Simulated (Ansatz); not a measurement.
# Calculations on Si₂H₈O

### Relaxation

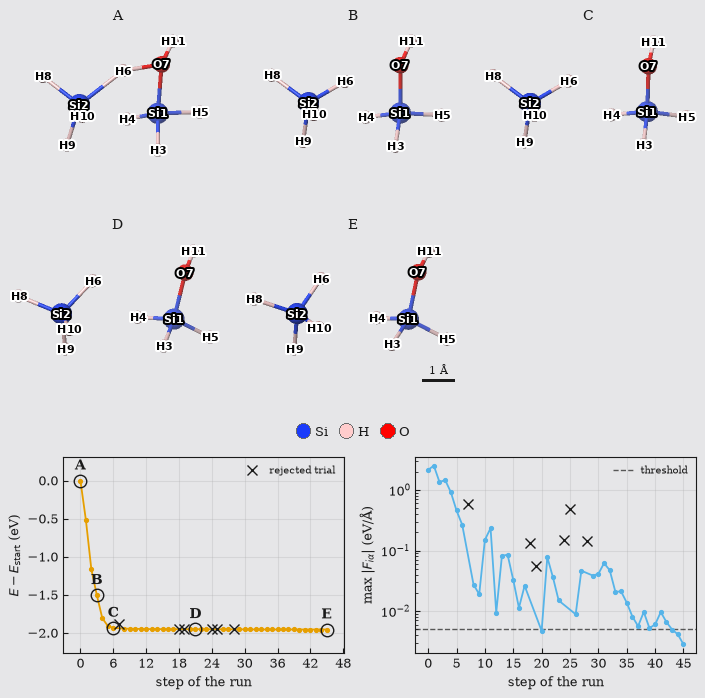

Frames of a relaxation of Si2H8O (started from a transition state, displaced along its imaginary mode), marked on the history of the run. The picture is a ball-and-stick view, seen at a tilt.

All numbers below come from RKS PBE0-D4/def2-TZVP in Ansatz 0.2.0.

Input
```yaml
crystal:
  periodic: [false, false, false]
  atoms:
    - {symbol: Si, position_ang: [-1.017079, 0.364693, -0.765989]}
    - {symbol: Si, position_ang: [1.047235, -0.996885, 0.782898]}
    - {symbol: H, position_ang: [-0.512209, -0.677912, -1.703458]}
    - {symbol: H, position_ang: [-1.854805, -0.240304, 0.314799]}
    - {symbol: H, position_ang: [-1.895059, 1.226752, -1.565478]}
    - {symbol: H, position_ang: [0.660195, 0.722243, 0.388875]}
    - {symbol: O, position_ang: [0.049529, 1.633330, -0.323462]}
    - {symbol: H, position_ang: [1.444599, -0.925928, 2.213776]}
    - {symbol: H, position_ang: [0.136489, -2.205331, 0.691882]}
    - {symbol: H, position_ang: [2.250015, -1.389006, -0.005944]}
    - {symbol: H, position_ang: [-0.308909, 2.488448, -0.027999]}
basis:
  gaussian: {orbitals: def2-TZVP}
hamiltonian: {xc: pbe0, dispersion: d4}
relax: {f_tol: 0.005, max_steps: 200}
```

Command:
```bash
ansatz run in.yaml --threads 4 --pin off --events-out ev --progress --plain --max-ram 9574MiB
```

> Describe the path.

Over 39 accepted moves (45 points after the start) the energy falls by 1.955 eV. Largest force component: 2.1 eV/Å at the start, 0.0028 eV/Å at the end. The line search rejected the trial steps at points 7, 18, 19, 24, 25, 28 of the run. The forces were under the threshold at step 20, but the run went on from there. The atom that moves furthest after the best rigid fit is H6 (1.19 Å). Largest moves by element: H 1.19 Å, O 0.73 Å, Si 0.60 Å. Some distances before and after: H6–O7 1.308 → 3.174 Å, Si1–H6 2.068 → 3.323 Å, Si1–Si2 2.918 → 4.017 Å, Si2–H6 1.806 → 1.485 Å. Bond angles that change, for instance: H6–Si2–H9 128.1° → 109.5°, H5–Si1–O7 94.5° → 111.6°, H3–Si1–O7 118.0° → 105.9°. The run took 77 s on 4 threads of Arm Neoverse V1, with other jobs on the host. From step 0 to 3: H6 moves most (0.55 Å), energy −1.504 eV. From step 3 to 6: H10 moves most (0.51 Å), energy −0.429 eV. From step 6 to 21: H atoms move most (0.44 Å), energy −0.017 eV. From step 21 to 45: H10 moves most (0.52 Å), energy −0.004 eV.

### Relaxation

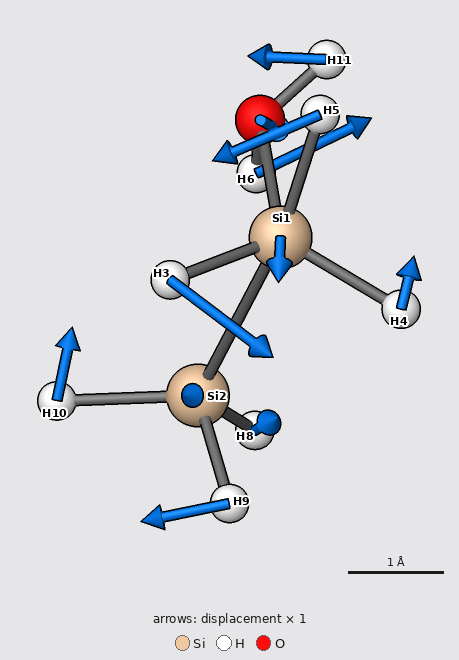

This is a relaxation of Si$_{2}$H$_{8}$O (started from a transition state, displaced along its imaginary mode). The starting structure is drawn; blue arrows show the displacements, at their true length. The two geometries are superimposed by the best rigid fit.

The picture is a ball-and-stick view, seen from a free direction.

The calculation used RKS PBE0-D4/def2-TZVP in Ansatz.

The input:
```yaml
crystal:
  periodic: [false, false, false]
  atoms:
    - {symbol: Si, position_ang: [-0.951283, 0.111478, -0.710873]}
    - {symbol: Si, position_ang: [0.935680, -1.071967, 0.682130]}
    - {symbol: H, position_ang: [-0.587001, -0.822315, -1.804987]}
    - {symbol: H, position_ang: [-1.937241, -0.299858, 0.309600]}
    - {symbol: H, position_ang: [-1.769078, 1.181609, -1.469454]}
    - {symbol: H, position_ang: [0.623273, 1.320563, 0.363388]}
    - {symbol: O, position_ang: [0.182704, 1.665671, -0.258134]}
    - {symbol: H, position_ang: [1.364307, -0.858756, 2.125325]}
    - {symbol: H, position_ang: [0.125757, -2.311692, 0.702804]}
    - {symbol: H, position_ang: [2.230580, -1.400443, -0.016774]}
    - {symbol: H, position_ang: [-0.217698, 2.485811, 0.076876]}
basis:
  gaussian: {orbitals: def2-TZVP}
hamiltonian: {xc: pbe0, dispersion: d4}
relax: {f_tol: 0.005, max_steps: 200}
```

Run as
```bash
ansatz run in.yaml --threads 4 --pin off --events-out ev --progress --plain --max-ram 9574MiB
```

Q: Atoms of which element are displaced furthest, and by how much?

A: Hydrogen: up to 1.54 Å, against 0.95 Å for oxygen.

Q: Describe the change and its energy.

A: H3 moves most after the best rigid fit: 1.54 Å. By element the largest moves are H 1.54 Å, O 0.95 Å, Si 0.55 Å. Near-neighbour distances that change, for instance: Si1–O7 1.976 → 3.125 Å, Si1–Si2 2.627 → 2.343 Å, H6–O7 0.836 → 0.960 Å, Si1–H5 1.546 → 1.489 Å. Bonds break, among them: Si1–O7 (1.98 → 3.13 Å). Among the angles between lasting bonds that change: Si2–Si1–H5 162.2° → 111.3°, Si2–Si1–H3 86.1° → 111.2°, Si2–Si1–H4 89.3° → 111.4°. Groups turn about Si1–Si2 by about 65°. Over 42 accepted moves (54 points after the start) the energy falls by 2.306 eV. Largest force component: 7.9 eV/Å at the start, 0.0042 eV/Å at the end. The line search rejected the trial steps at points 12, 14, 18, 31, 33, 35, 36, 43 and more of the run. The forces were under the threshold at step 32, but the run went on from there. The run took 97 s on 4 threads of Arm Neoverse V1, on a shared host.

### Reaction

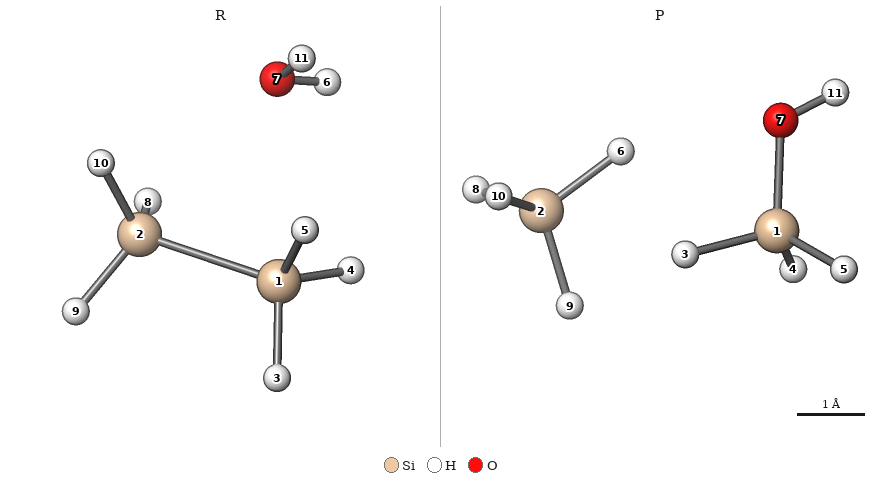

Reactant (R) and product (P) of one elementary step of Si2H8O. Style: ball-and-stick. Shown from a free direction.

Stationary points at PBE0-D4/def2-TZVP, single-point energies with CCSD(T)/CBS, PBE0-D4, PBE-QIDH, BHLYP-D4, wB97X-V, CCSD(T) (def2-TZVPP where no basis is named; Ansatz 0.2.0). The energies are electronic, without zero-point or thermal terms, and both ends are the minima reached downhill from the saddle, with any fragments still in contact. CCSD(T)/CBS stands for a frozen-core estimate: MP2 correlation extrapolated from def2-TZVPP and def2-QZVPP, CCSD(T) minus MP2 from the smaller set.

Predict the saddle point between them and the barrier.

Counted by bonded pieces, R holds H₂O + Si₂H₆ and P holds SiH₄ + SiH₄O. From R over the saddle to P, bonds form: Si1–O7 (3.13 → 1.84 → 1.65 Å), Si2–H6 (3.66 → 2.12 → 1.48 Å). Bonds break: Si1–Si2 (2.34 → 2.77 → 4.02 Å), H6–O7 (0.96 → 1.06 → 3.17 Å). The saddle has one imaginary mode, 569i cm⁻¹. With CCSD(T)/CBS the barrier is 1.93 eV from R and 2.71 eV from P, and P lies 0.78 eV below R.

```tsv
level	barrier from R (eV)	barrier from P (eV)	P less R (eV)
CCSD(T)/CBS	1.93	2.71	−0.78
PBE0-D4	1.74	2.35	−0.62
PBE-QIDH	1.87	2.61	−0.74
BHLYP-D4	2.02	2.89	−0.87
wB97X-V	1.94	2.70	−0.76
CCSD(T)	1.94	2.73	−0.79
```

Against CCSD(T)/CBS, wB97X-V comes closest on the barrier from R (+0.01 eV) and PBE0-D4 misses most (−0.19 eV).

The saddle point in the same view, with dashed sticks for the bonds that form or break:

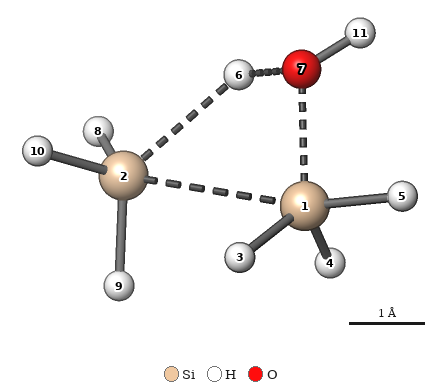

Limits of the set-up: the start holds two separate molecules, 2.8 Å apart at their closest, whose relative position is a soft coordinate.
